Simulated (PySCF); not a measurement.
The calculation's input:

```
{"job": {"kind": "inter", "xc": "wB97M-D3(BJ)", "basis": "def2-SVPD", "pairs": false}, "charge": 0, "multiplicity": 1, "parts": [{"atoms": "0-4", "charge": 0, "multiplicity": 1}, {"atoms": "5-13", "charge": 0, "multiplicity": 1}]}
F      0.979921    -0.765703    -1.071002
Si    -0.016896    -0.957716     0.182486
F     -0.196000     0.606294     0.578419
F     -1.566342    -1.293131    -0.140689
F      0.585378    -1.479740     1.584353
C     -0.303257    -3.940228     0.578492
O      0.230061    -2.976942    -0.324062
C     -0.016346    -3.328107    -1.681436
H      0.000446    -3.653745     1.587334
H      0.110559    -4.926892     0.329685
H     -1.400789    -3.964057     0.503645
H      0.396594    -4.328214    -1.870492
H     -1.097775    -3.323412    -1.883874
H      0.489024    -2.592681    -2.310710
```

Run with:

```sh
OMP_NUM_THREADS=1 python cluster_run.py task.json out
```

Geometry: PBE0-D3(BJ)/def2-SVPD.

Theory: PySCF, wB97M-D3(BJ)/def2-SVPD, SCF density, gas phase.

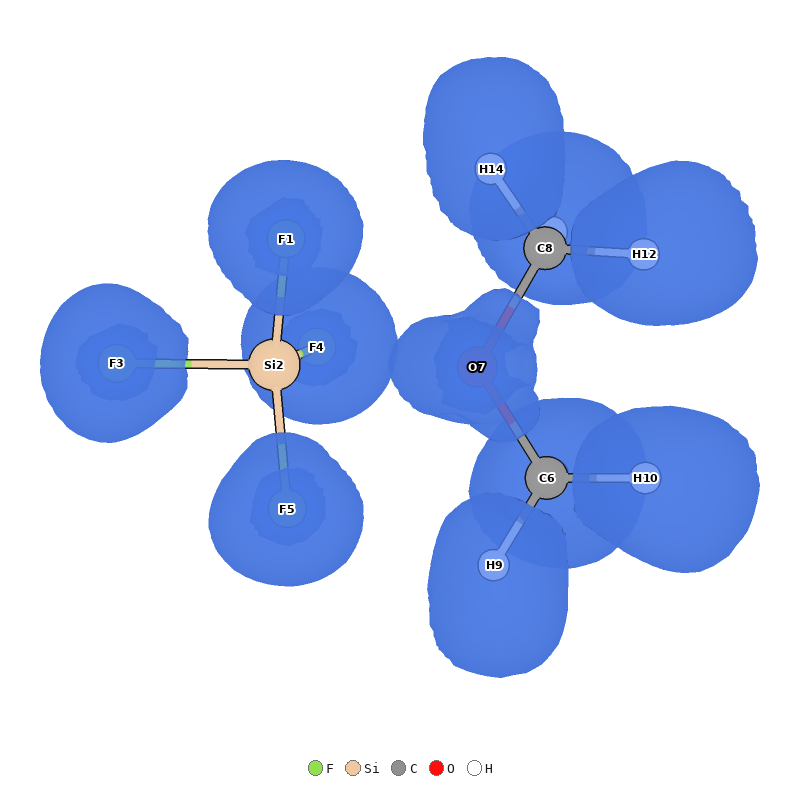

SiF4···C2H6O. Isosurface of the ELF at 0.75 (blue), seen across its widest extent. Core shells and regions of very low density are left out.

**Where are the electrons localised?**

At this value the surface marks out six regions around hydrogen nuclei, one region on O in which the atom's valence shell and bonds are merged and four regions wrapped around F (its lone pairs, merged into a ring or cap).

Values along the shortest contacts:
Si2···O7 (2.10 Å): the ELF peaks at about 0.90 in the valence shell of O, 0.6 Å from its nucleus, and is about 0.55 at the midpoint. C–O (1.42 Å): the ELF peaks at about 0.90 between the atoms: a shared but strongly polarised pair.
